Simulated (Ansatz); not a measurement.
Start from GaN in the zinc blende structure (space group F-43m, No. 216; a = 4.4979 Å). Axes: x, y, z lie along the cube axes.

It is then changed as follows: tensile biaxial strain of 1.67 % in the plane normal to [111], as in epitaxy on a mismatched substrate; the out-of-plane cell vector and the atoms relax.

Calculations: Ansatz (a first-principles code) r2SCAN, without spin-orbit coupling.

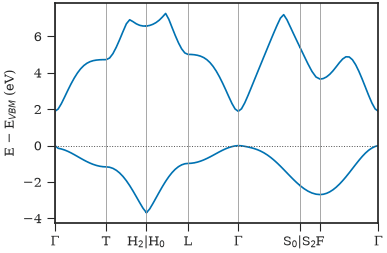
Highest valence and lowest conduction band along the path of the changed cell's own zone

**Question.** Read the changed gap and its character from the plot.

**Answer.** About 1.9 eV, direct at Γ.

Whether these cells are dynamically stable was not tested. This is not the structure that GaN has at room temperature and ambient pressure. Labels are those of the standard path for the cell's own space group.
